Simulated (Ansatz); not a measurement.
# HfS2 under a change: 1 layer

Take HfS2 in the CdI2 type structure (space group P-3m1, No. 164; a = 3.606 Å, c = 5.768 Å; layered, stacked along the Cartesian z axis) as the base.

Perturbation: a free-standing slab of 1 layer (3 atoms, 3 a layer) is cut normal to the stacking axis, with 15 Å of vacuum and the in-plane cell relaxed.

The values are results of PBE-D3(BJ) (Ansatz, a quantum-chemistry and plane-wave program, PAW, scalar-relativistic without spin-orbit coupling), not measurements. Settings: 11×11×1 k-points, 0.05 eV Fermi–Dirac smearing, for the changed cell.

The layer's space group (with vacuum) comes out as P-3m1 (No. 164) and the band gap goes up by 0.36 eV (0.85 eV → 1.21 eV). The gap character amounts to indirect, Γ → M and the smallest direct gap rises by 0.25 eV to 2.06 eV. The valence-band top at Γ (three highest levels, from the VBM) is 0.00, 0.00, -0.93 eV and the excess energy per area of both faces (slab less bulk energy over the cell's area: twice a surface energy) amounts to 0.39 J/m². The thickness between the outermost nuclei amounts to 2.91 Å.

Final structure:

```yaml
crystal:
  lattice:
    - [3.61749, 0.00000, 0.00000]
    - [1.80874, 3.13283, 0.00000]
    - [0.00000, 0.00000, 17.91287]
  atoms:
    - { symbol: S, position: [0.66667, 0.66667, 0.41873] }
    - { symbol: Hf, position: [0.00000, 0.00000, 0.50000] }
    - { symbol: S, position: [0.33333, 0.33333, 0.58127] }
```

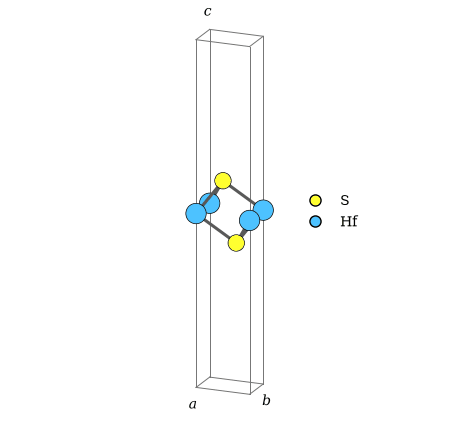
Fig. 1. The relaxed cell after the change

Slab and bulk use different k-meshes, which limits the precision of the excess energy. Spin-orbit coupling, missing from the scalar runs, can matter with Hf. No phonon test of stability was made.
